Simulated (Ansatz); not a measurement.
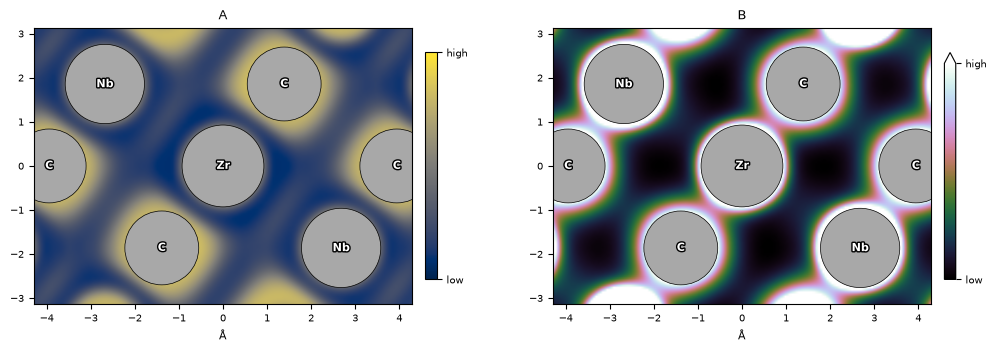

ZrNb2C3: 2 fields on the (110) plane of the conventional cell, with unlabelled colour scales. Grey discs cover the atomic cores.

Space group P-3m1; a structure generated by program, which may or may not match a known phase.

Computed with DFT PBE, scalar-relativistic, plane waves, PAW (Ansatz 0.2.0).

```
Zr Nb C
1.0
     3.22091    0.00000    0.00000
    -1.61045    2.78939    0.00000
     0.00000    0.00000    7.88767
Zr Nb C
1 2 3
Direct
  0.00000 0.00000 0.50000
  0.33333 0.66667 0.16019
  0.66667 0.33333 0.83981
  0.33333 0.66667 0.67601
  0.66667 0.33333 0.32399
  0.00000 0.00000 0.00000
```

**The panels show electron localisation function and valence pseudo-density in some order. Assign them.**

Panel A: electron localisation function. Panel B: valence pseudo-density. From the grid: Nb–C (2.25 Å): the density is about 0.55 e/Å³ at the midpoint; the ELF peaks at about 0.75 in the valence shell of C, 0.7 Å from its nucleus, and is about 0.25 at the midpoint. Zr–C (2.32 Å): ρ is about 0.47 e/Å³ halfway; the ELF peaks at about 0.80 in the valence shell of C, 0.7 Å from its nucleus, and drops to about 0.20 between the two atoms: no shared electron pair shows on this line.
